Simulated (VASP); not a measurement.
Band structure of Nb (relaxed from the omega structure, space group P6/mmm). Calculation: PBEsol GGA, VASP's PBE PAW potentials (set 64) (plane waves; VASP).

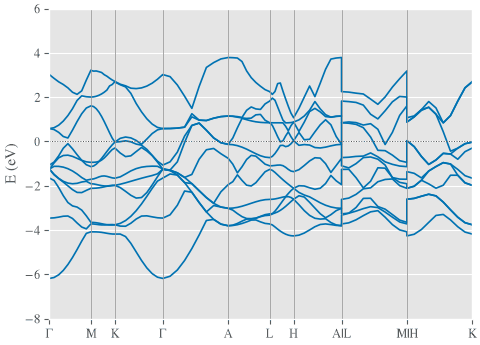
Bands along high-symmetry lines, zero at the valence-band maximum or, without a gap, the Fermi level

**Question.** Read the plot: is there a gap, and where are the band edges?

**Answer.** It has no gap at this level: it comes out as a metal or semimetal. (Edges off the drawn lines would not show.)

The structure was generated: Nb was put into the omega type (P6/mmm), which need not be its known phase. It was relaxed first.
